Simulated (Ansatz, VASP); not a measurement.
# CuI in two plane-wave programs, part 2 of 2

Wanted: the spread between two codes on one cell, functional and k mesh.

VASP 6.6.1 and Ansatz 0.2.0.

So far. Step 3 (VASP: band structure, LDA): The run ends at a pressure of -3.80 GPa.

The database entry behind the starting cell differs from later determinations by our own check (about 0.4 % short), so it need not match the best structure at ambient conditions.

## (5) VASP: band structure, PBE

Level of this step: PBE; plane waves and PAW (I, Cu) (VASP).

The same path points are solved in both programs, so levels can be compared one by one.

INCAR

```
SYSTEM = CuI
PREC = Accurate
ENCUT = 350
EDIFF = 1E-06
NELM = 100
ISMEAR = 0
SIGMA = 0.03
LREAL = .FALSE.
ALGO = Normal
GGA = PE
NBANDS = 21
LASPH = .TRUE.
LORBIT = 11
LWAVE = .FALSE.
LCHARG = .FALSE.
KPAR = 4
```

POSCAR

```
CuI
1.0
    0.0000000000      3.0160000000      3.0160000000
    3.0160000000      0.0000000000      3.0160000000
    3.0160000000      3.0160000000      0.0000000000
I Cu
1 1
Direct
    0.0000000000      0.0000000000      0.0000000000
    0.7500000000      0.7500000000      0.7500000000
```

KPOINTS

```
Automatic mesh
0
Gamma
6 6 6
0 0 0
```

KPOINTS_OPT

```
Line mode
10
Line-mode
Reciprocal
  0.00000000   0.00000000   0.00000000 GAMMA
  0.50000000   0.00000000   0.50000000 X

  0.50000000   0.00000000   0.50000000 X
  0.50000000   0.25000000   0.75000000 W

  0.50000000   0.25000000   0.75000000 W
  0.37500000   0.37500000   0.75000000 K

  0.37500000   0.37500000   0.75000000 K
  0.00000000   0.00000000   0.00000000 GAMMA

  0.00000000   0.00000000   0.00000000 GAMMA
  0.50000000   0.50000000   0.50000000 L

  0.50000000   0.50000000   0.50000000 L
  0.62500000   0.25000000   0.62500000 U

  0.62500000   0.25000000   0.62500000 U
  0.50000000   0.25000000   0.75000000 W

  0.50000000   0.25000000   0.75000000 W
  0.50000000   0.50000000   0.50000000 L

  0.50000000   0.50000000   0.50000000 L
  0.37500000   0.37500000   0.75000000 K

  0.62500000   0.25000000   0.62500000 U
  0.50000000   0.00000000   0.50000000 X
```

PAW data sets: I and Cu (PBE family, release 64).

Run with:

```
$ mpirun -np 4 vasp_std
```

Numbers of over 12 decimals in the logs are rounded to 6 here.

Log:

```text
[banner, memory and clock lines left out]
running    4 mpi-ranks, on    1 nodes
[...]
LDA part: xc-table for (Slater+PW92), standard interpolation
 POSCAR, INCAR and KPOINTS ok, starting setup
[...]
entering main loop
       N       E                     dE             d eps       ncg     rms          rms(c)
DAV:   1     0.881763759319E+02    0.88176E+02   -0.53499E+03   672   0.643E+02
DAV:   2     0.941535177053E+00   -0.87235E+02   -0.76990E+02   722   0.171E+02
DAV:   3    -0.560974837024E+01   -0.65513E+01   -0.64508E+01   819   0.514E+01
DAV:   4    -0.577566319195E+01   -0.16591E+00   -0.16572E+00   816   0.725E+00
[...]
DAV:  10    -0.555963985072E+01   -0.16951E-03   -0.38859E-04   752   0.964E-02    0.278E-02
DAV:  11    -0.555964445971E+01   -0.46090E-05   -0.78672E-05   913   0.203E-01    0.195E-02
DAV:  12    -0.555964518246E+01   -0.72275E-06   -0.83423E-06  1003   0.347E-02
   1 F= -.55596452E+01 E0= -.55596452E+01  d E =-.117701E-16
 Start KPOINTS_OPT (optional k-point list driver)
k-point batch [1-16\100]
       N       E                     dE             ncg
DAV:   1     0.179455534941E+04   -0.37033E+04      677
DAV:   2     0.361674214612E+03   -0.14329E+04      712
DAV:   3     0.252512623640E+03   -0.10916E+03      831
DAV:   4     0.249710467148E+03   -0.28022E+01      831
DAV:   5     0.249574652169E+03   -0.13581E+00      966
DAV:   6     0.249571578097E+03   -0.30741E-02      877
DAV:   7     0.249571550453E+03   -0.27644E-04      985
DAV:   8     0.249571550192E+03   -0.26125E-06      665
[...]
k-point batch [97-100\100]
       N       E                     dE             ncg
DAV:   1     0.643693373354E+04   -0.17271E+04      168
DAV:   2     0.607181863252E+04   -0.36512E+03      178
DAV:   3     0.604800535997E+04   -0.23813E+02      227
DAV:   4     0.604743998338E+04   -0.56538E+00      193
DAV:   5     0.604741293077E+04   -0.27053E-01      230
DAV:   6     0.604741179916E+04   -0.11316E-02      225
DAV:   7     0.604741179160E+04   -0.75532E-05      241
DAV:   8     0.604741179155E+04   -0.49911E-07      161
```

From OUTCAR (step 5):

```text
  Total        0.4236753      0.4236753      0.4236753      0.0000000      0.0000000     -0.0000000
  in kB       12.3714248     12.3714248     12.3714248      0.0000000      0.0000000     -0.0000000
  external PRESSURE =      12.3714248 kB  Pullay stress =       0.0000000 kB

 POSITION                                       TOTAL-FORCE (eV/Angst)
 -----------------------------------------------------------------------------------
      0.00000      0.00000      0.00000         0.000000      0.000000      0.000000
      4.52400      4.52400      4.52400        -0.000000     -0.000000     -0.000000
 -----------------------------------------------------------------------------------
    total drift:                               -0.000004     -0.000004     -0.000004

  FREE ENERGIE OF THE ION-ELECTRON SYSTEM (eV)
  ---------------------------------------------------
  free  energy   TOTEN  =        -5.5596451825 eV

  energy  without entropy=       -5.5596451825  energy(sigma->0) =       -5.55964518

[... 2 parts as in an earlier step ...]

[... 1 further part left out ...]
[key lines of the parts left out:]
E-fermi :   4.7664
```

The run ends at a pressure of 1.24 GPa.

## (6) Ansatz: band structure, PBE

The same cell, functional, mesh and smearing now go to Ansatz, which takes its cutoff from its data sets.

input.yaml

```yaml
crystal:
  lattice:
    - [0.0, 3.016, 3.016]
    - [3.016, 0.0, 3.016]
    - [3.016, 3.016, 0.0]
  atoms:
    - { symbol: I, position: [0.0, 0.0, 0.0] }
    - { symbol: Cu, position: [0.75, 0.75, 0.75] }
hamiltonian:
  xc: pbe
  pseudopotentials: { kind: paw }
kpoints:
  mp_grid: { grid: [6, 6, 6] }
  band_path:
    path:
      - [0.0, 0.0, 0.0]
      - [0.16667, 0.0, 0.16667]
      - [0.33333, 0.0, 0.33333]
      - [0.5, 0.0, 0.5]
      - [0.5, 0.08333, 0.58333]
      - [0.5, 0.19444, 0.69444]
      - [0.5, 0.25, 0.75]
      - [0.45833, 0.29167, 0.75]
      - [0.40278, 0.34722, 0.75]
      - [0.375, 0.375, 0.75]
      - [0.20833, 0.20833, 0.41667]
      - [0.08333, 0.08333, 0.16667]
      - [0.0, 0.0, 0.0]
      - [0.22222, 0.22222, 0.22222]
      - [0.38889, 0.38889, 0.38889]
      - [0.51389, 0.47222, 0.51389]
      - [0.55556, 0.38889, 0.55556]
      - [0.61111, 0.27778, 0.61111]
      - [0.61111, 0.25, 0.63889]
      - [0.56944, 0.25, 0.68056]
      - [0.51389, 0.25, 0.73611]
      - [0.5, 0.27778, 0.72222]
      - [0.5, 0.38889, 0.61111]
      - [0.5, 0.47222, 0.52778]
      - [0.48611, 0.48611, 0.52778]
      - [0.43056, 0.43056, 0.63889]
      - [0.38889, 0.38889, 0.72222]
      - [0.59722, 0.19444, 0.59722]
      - [0.55556, 0.11111, 0.55556]
      - [0.5, 0.0, 0.5]
    npoints: 1
scf:
  occupations: { method: gaussian, width: 0.03 }
  n_extra_bands: 7
output:
  forces: true
  stress: true
  eigenvalues: true
  write_density: true
  write_potential: true
  elf: true
  volumetric_format: npy
```

Run with:

```
$ ansatz run input.yaml --threads 2 --pin off --max-ram 4608MiB --backend cpu --events-out ev --progress --plain --runs-dir out
```

Log:

```text
[...]
Crystal: 2 atoms, lattice volume = 54.869 Å³
Basis set: ecut = 420 eV, 1067 PW (Γ), exchange–correlation on 60×60×60 points (8 copies of the dense FFT grid, shifted against one another)
Bands: 25, of which v1, the nominal top of the filled ones, is band 18 counted from 1 (17 counted from 0)
Symmetry: 24 space group operations
[...]
k-points: 16 of 216 (time reversal used)
[...]
k-point 0: bands = [... 14 lower, 6.4693, 8.3822, 8.3822, 8.3822, 9.5437, 13.2411, 13.2411, 13.2411, ... 3 higher]
  k-point 1: bands = [... 14 lower, 6.4601, 7.4884, 8.1815, 8.1815, 10.4729, 13.2599, 13.5961, 13.5961, ... 3 higher]
  k-point 2: bands = [... 14 lower, 6.4713, 6.7746, 7.8229, 7.8229, 10.6301, 13.8582, 13.8582, 14.8485, ... 3 higher]
  k-point 15: bands = [... 14 lower, 6.4224, 6.5544, 6.7511, 7.0383, 12.2255, 12.3091, 15.5067, 15.5717, ... 3 higher]
[key lines of the parts left out:]
SCF converged after 6 iterations
Free energy (F): -14138.360127 eV
Fermi energy:    8.963361 eV
P = ⅓ Tr σ = 0.9844 GPa (9.844 kbar)
```

Wall time 1.7 s (2 threads of Intel Xeon Platinum 8488C (Sapphire Rapids), shared host); peak memory 0.37 GiB; 2.8 s of CPU time.

## (7) Comparison

The two programs side by side:

```
                     quantity  Ansatz   VASP  difference
               pressure (GPa)    0.98   1.24       -0.25
gap over the path points (eV)   1.161  1.179      -0.017
```

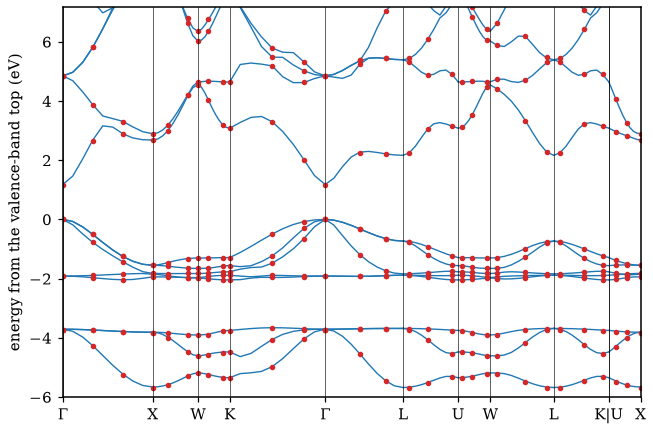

Bands from VASP (lines) and levels from Ansatz (dots). Dots without a line are higher empty bands that the VASP plot leaves out.

Levels at points of the path, from each program's valence-band top (eV; 4 filled, then empty):

```
k (reciprocal lattice)                                  Ansatz                                    VASP
     0.000 0.000 0.000     -1.91 0.00 0.00 0.00 1.16 4.86 4.86     -1.91 0.00 0.00 0.00 1.18 4.85 4.85
     0.167 0.000 0.167  -1.89 -0.78 -0.51 -0.51 2.67 3.87 5.83  -1.89 -0.78 -0.51 -0.51 2.68 3.87 5.82
     0.333 0.000 0.333  -1.84 -1.43 -1.25 -1.25 2.89 3.31 7.63  -1.85 -1.43 -1.25 -1.25 2.89 3.31 7.62
     0.500 0.000 0.500  -1.85 -1.82 -1.55 -1.55 2.68 2.89 9.27  -1.85 -1.82 -1.55 -1.55 2.68 2.89 9.29
     0.500 0.083 0.583  -1.91 -1.83 -1.58 -1.46 3.00 3.18 8.48  -1.91 -1.83 -1.58 -1.46 3.00 3.18 8.46
     0.500 0.194 0.694  -1.96 -1.83 -1.64 -1.32 4.19 4.21 6.62  -1.96 -1.83 -1.65 -1.32 4.19 4.21 6.62
     0.500 0.250 0.750  -1.97 -1.83 -1.65 -1.30 4.54 4.65 6.03  -1.97 -1.83 -1.66 -1.31 4.55 4.65 6.03
     0.458 0.292 0.750  -1.93 -1.81 -1.64 -1.30 4.02 4.67 6.36  -1.93 -1.81 -1.64 -1.30 4.03 4.67 6.35
     0.403 0.347 0.750  -1.89 -1.77 -1.58 -1.29 3.20 4.65 7.35  -1.89 -1.78 -1.58 -1.29 3.20 4.65 7.33
     0.375 0.375 0.750  -1.89 -1.77 -1.56 -1.29 3.08 4.64 7.58  -1.89 -1.77 -1.56 -1.29 3.08 4.64 7.56
```

Among the levels compared (up to four filled and three empty ones at each point), filled levels agree within 3 meV and empty ones within 24 meV.

## (8) Looking for the cause

An all-electron run, which needs no data sets, serves as referee.

```
                              run  difference in gap over the path points (eV)
                         as above                                       -0.017
Ansatz's all-electron LAPW method                                       -0.018
```

## (9) VASP: dielectric response, LDA

The response to a field tests empty states and converges slowly with the mesh.

INCAR

```
SYSTEM = CuI
PREC = Accurate
ENCUT = 350
EDIFF = 1E-08
NELM = 100
ISMEAR = 0
SIGMA = 0.01
LREAL = .FALSE.
ALGO = Normal
GGA = CA
NBANDS = 15
LASPH = .TRUE.
LORBIT = 11
LWAVE = .FALSE.
LCHARG = .FALSE.
KPAR = 4
LEPSILON = .TRUE.
LPEAD = .TRUE.
```

POSCAR is that of step 5.

KPOINTS

```
Automatic mesh
0
Gamma
12 12 12
0 0 0
```

Potentials, in the order of the species: I and Cu (LDA family, release 64).

Run with:

```
$ mpirun -np 4 vasp_std
```

Log:

```text
[... set-up lines as in an earlier step ...]
 entering main loop
       N       E                     dE             d eps       ncg     rms          rms(c)
DAV:   1     0.819161755459E+02    0.81916E+02   -0.58898E+03  2160   0.949E+02
DAV:   2    -0.250278154791E+01   -0.84419E+02   -0.76983E+02  2272   0.207E+02
DAV:   3    -0.708023347039E+01   -0.45775E+01   -0.45069E+01  2918   0.533E+01
DAV:   4    -0.720803573335E+01   -0.12780E+00   -0.12776E+00  2535   0.878E+00
[...]
DAV:  15    -0.694493229104E+01    0.71941E-07   -0.55993E-07  3443   0.123E-02    0.470E-03
DAV:  16    -0.694493226470E+01    0.26341E-07   -0.90745E-08  2926   0.952E-03    0.236E-04
DAV:  17    -0.694493226520E+01   -0.50272E-09   -0.85143E-09  1451   0.705E-04
   1 F= -.69449323E+01 E0= -.69449323E+01  d E =-.262461E-19
 Linear response reoptimize wavefunctions to high precision
DAV:   1    -0.694493226507E+01    0.12710E-09   -0.31244E-09  2291   0.147E-03
DAV:   2    -0.694493226505E+01    0.27967E-10   -0.23237E-10  1360   0.117E-04
 Linear response to external field (no local field effect), progress :
[...]
RMM:  14    -0.884961657535E+00   -0.11115E-05    0.12267E-08 12207   0.980E-05    0.197E-05
RMM:  15    -0.884962034612E+00   -0.37708E-06    0.15134E-08  8719   0.542E-05    0.820E-06
 change of polarisation eV/A/(eV/A) component  2 :     0.259     1.688     0.142
 dielectric tensor                  component  2 :     0.853     6.567     0.467
 Linear response to external field, progress :
  Direction:   3
       N       E                     dE             d eps       ncg     rms          rms(c)
RMM:   1    -0.410916662961E+00   -0.41092E+00    0.60634E-01  5078   0.183E+01
RMM:   2    -0.878992955393E+00   -0.46808E+00    0.13222E-01  6883   0.261E+00    0.136E+00
RMM:   3    -0.863600178070E+00    0.15393E-01   -0.25255E-02 13104   0.156E+00    0.802E-01
RMM:   4    -0.877589803239E+00   -0.13990E-01   -0.47603E-02 15683   0.125E+00    0.169E-01
[...]
RMM:  12    -0.884961502733E+00   -0.60939E-05   -0.20952E-07 15298   0.596E-04    0.197E-04
RMM:  13    -0.884962245172E+00   -0.74244E-06    0.80462E-08 14832   0.222E-04    0.651E-05
RMM:  14    -0.884963671111E+00   -0.14259E-05    0.25030E-08 12031   0.962E-05    0.939E-06
 change of polarisation eV/A/(eV/A) component  3 :     0.212     0.270     1.688
 dielectric tensor                  component  3 :     0.698     0.889     6.567
 Born effective charges drift removed
```

Parts of OUTCAR (step 9):

```text
  Total       -1.3217007     -1.3217007     -1.3217007      0.0000000      0.0000000      0.0000000
  in kB      -38.5939912    -38.5939912    -38.5939912      0.0000000      0.0000000      0.0000000
  external PRESSURE =     -38.5939912 kB  Pullay stress =       0.0000000 kB

 POSITION                                       TOTAL-FORCE (eV/Angst)
 -----------------------------------------------------------------------------------
      0.00000      0.00000      0.00000        -0.000000     -0.000000     -0.000000
      4.52400      4.52400      4.52400         0.000000      0.000000      0.000000
 -----------------------------------------------------------------------------------
    total drift:                               -0.000001     -0.000001     -0.000001

 MACROSCOPIC STATIC DIELECTRIC TENSOR (including local field effects in DFT)
 ------------------------------------------------------
           6.566835     0.000000     0.000000
          -0.000000     6.566835     0.000000
          -0.000000    -0.000000     6.566835
 ------------------------------------------------------

[... 1 part as in an earlier step ...]

[... 1 further part left out ...]
```

## (10) Ansatz: dielectric response, LDA

The same cell, functional (in two slightly different forms) and mesh now go to Ansatz, which takes its cutoff from its data sets.

input.yaml

```yaml
crystal:
  lattice:
    - [0.0, 3.016, 3.016]
    - [3.016, 0.0, 3.016]
    - [3.016, 3.016, 0.0]
  atoms:
    - { symbol: I, position: [0.0, 0.0, 0.0] }
    - { symbol: Cu, position: [0.75, 0.75, 0.75] }
hamiltonian:
  xc: lda
  pseudopotentials: { kind: paw }
kpoints:
  mp_grid: { grid: [12, 12, 12] }
scf:
  occupations: { method: fixed }
dielectric:
  method: response
```

Run with:

```
$ ansatz run input.yaml --threads 2 --pin off --max-ram 4608MiB --backend cpu --events-out ev --progress --plain --runs-dir out
```

Log:

```text
[...]
Crystal: 2 atoms, lattice volume = 54.869 Å³
Basis set: ecut = 420 eV, 1067 PW (Γ), exchange–correlation on 60×60×60 points (8 copies of the dense FFT grid, shifted against one another)
Bands: 22, of which v1, the nominal top of the filled ones, is band 18 counted from 1 (17 counted from 0)
Symmetry: 24 space group operations
k-points: 280 of 1728 (irreducible under 4 space group operations, time reversal used)
[...]
site 0:
        -1.10350    0.00000    0.00000
        -0.00000   -1.10350   -0.00000
         0.00000   -0.00000   -1.10350
    site 1:
         1.10350   -0.00000   -0.00000
         0.00000    1.10350    0.00000
        -0.00000    0.00000    1.10350
  Z* charge neutrality: 1.712e-4 e pre-enforcement
  solved inside a basis spanned on kpoints, on 12×12×12 k-points, its susceptibility summed on 16×16×16: ε∞ is read to err by 1.8e-2, Z* by 2.0e-2 e (field_mesh: kpoints solves on kpoints); Z* is corrected for what the basis lacks
[key lines of the parts left out:]
SCF converged after 8 iterations
Free energy (F): -13911.739704 eV
Fermi energy:    7.997959 eV
```

Wall time 70 s (2 threads); peak memory 1.4 GiB; 2.3 min of CPU time.

## (11) Side by side

What differs besides the data sets and the points named for the pairs above, as far as they apply: VASP's response is taken on the typed mesh, Ansatz refines its own for the field response alone. Total energies have different zeros and are not compared.

Compared:

```
                                     quantity  Ansatz   VASP  difference
                                        ε∞ xx    6.70   6.57     +2.00 %
                                        ε∞ yy    6.70   6.57     +2.00 %
                                        ε∞ zz    6.70   6.57     +2.00 %
 Born charge of I1 (mean of the diagonal) (e)   -1.10  -1.10       -0.01
Born charge of Cu2 (mean of the diagonal) (e)    1.10   1.10       +0.01
```

## (12) What came out

- difference in gap over the path points (band structure, LDA): -0.055 eV
- difference in gap over the path points (band structure, PBE): -0.017 eV
- difference in ε∞ xx (dielectric response, LDA): 2.0 %

**Reading.** The difference in gap over the path points is -0.055 eV (band structure, LDA), within the 0.08 eV picked in this series as the mark of a large difference. For band structure, PBE: no further run halves the difference in gap over the path points; only Ansatz's side was varied. The all-electron run, which needs no data set, lies 0.018 eV from VASP and 1.0e-4 eV from Ansatz's PAW result, so it sides with Ansatz. 3 further runs on this material are not shown. How closely two codes agree says nothing of how well the functional describes the real material.

[Lines on the potential files, build, host, timing and source positions are cut from VASP's logs without a mark.]

[Logs are printed without paths, hosts, clocks, repeated set-up lines and the standing remarks that a program may print on its own settings, such as how far it seeks lower states.]

[Hosts, paths, dates, database ids (printed as entryN), source tags and the programs' standing remarks are cut or masked in the printed files.]
